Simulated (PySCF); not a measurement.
```
atom    x (Å)    y (Å)    z (Å)
   O   2.5172   0.7484   0.8961
  Si   1.3896   0.5325  -0.2662
   C   0.5711  -1.2013  -0.2117
   C  -0.9151  -1.0366  -0.5348
   C  -1.5740   0.0236   0.3532
  Si  -0.5495   1.6426   0.2792
   H   3.2794   0.1799   0.9735
   H   2.0413   0.6940  -1.5767
   H   1.0130  -1.9181  -0.9050
   H   0.6703  -1.6312   0.7886
   H  -1.4342  -1.9936  -0.4184
   H  -1.0180  -0.7387  -1.5825
   H  -2.6095   0.1665   0.0436
   H  -1.6065  -0.3483   1.3796
   H  -0.6888   2.3753   1.5432
   H  -1.0937   2.5141  -0.7731
```

Geometry: GFN2-xTB.

These are results of CAM-B3LYP/def2-SVPD, SCF density, gas phase in PySCF 2.14.0, not measurements.

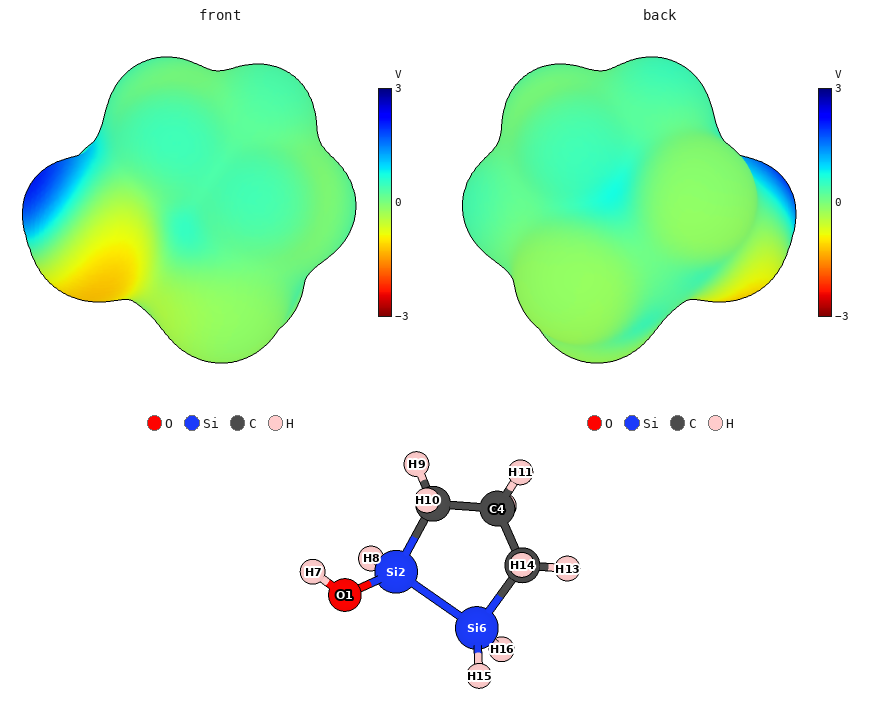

C₃H₁₀OSi₂. The electrostatic potential painted on the density surface at 0.001 e/bohr³, seen from the front and from behind; the colour scale runs from red (negative) to blue (positive). The bare structure is drawn below in the same view.

> Where is the surface potential most negative and most positive?

The most negative region (about −1.2 V) lies over O1, the most positive (about +2.0 V) over H7. O1 is the likeliest acceptor of a hydrogen bond.
